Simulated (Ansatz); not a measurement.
Ligand exchange: B(CH3)2(OH) + CH6O3Si → B(CH3)(OH)2 + C2H8O2Si

Species: B(CH3)2(OH), singlet; CH6O3Si `CO[SiH](O)O`, singlet; B(CH3)(OH)2 (methylboronic acid), singlet; C2H8O2Si `CO[SiH](C)O`, singlet. The partners trade CH3 for OH: B–CH3 and Si–OH bonds give way to B–OH and Si–CH3.

Shapes, held fixed at every level: PBE0-D4/def2-TZVP. Flexible molecules stand in one conformer, not always the lowest. Programs: Ansatz 0.2.0. Electronic energies: no zero-point or thermal term.

```csv
level,kind,ΔE (kJ/mol),less CCSD(T)/CBS estimate
r2SCAN-D4/def2-TZVPP,meta-GGA,-4.6,-2.8
wB97M-V/def2-TZVPP,range-separated hybrid,-4.0,-2.2
B2PLYP/def2-TZVPP,double hybrid,-3.3,-1.5
MP2/def2-TZVPP,perturbation theory,-2.2,-0.4
CCSD(T)/def2-TZVPP,coupled cluster or CI,-3.1,-1.3
CCSD/def2-TZVPP,coupled cluster or CI,-2.3,-0.5
CCSD(T)/CBS estimate,coupled cluster or CI,-1.8,0.0
```

The highest level, CCSD(T)/CBS estimate, gives ΔE = -1.8 kJ/mol; the levels span -4.6 to -1.8. That is about zero within the method's error. The column of differences is taken from that level and isn't an error. No measured value is set beside it here. The CBS estimate extrapolates MP2 from def2-TZVPP and def2-QZVPP and adds CCSD(T) − MP2 in the triple-zeta set, cores frozen.

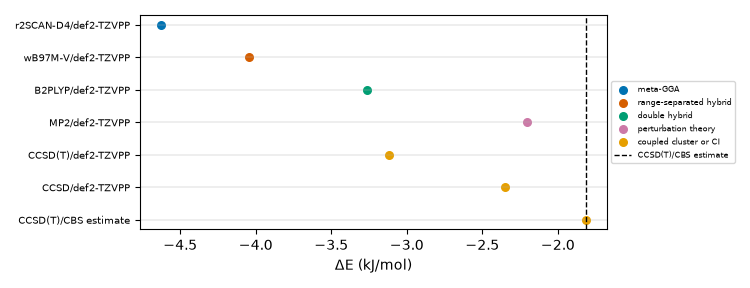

The values of the table, level by level.
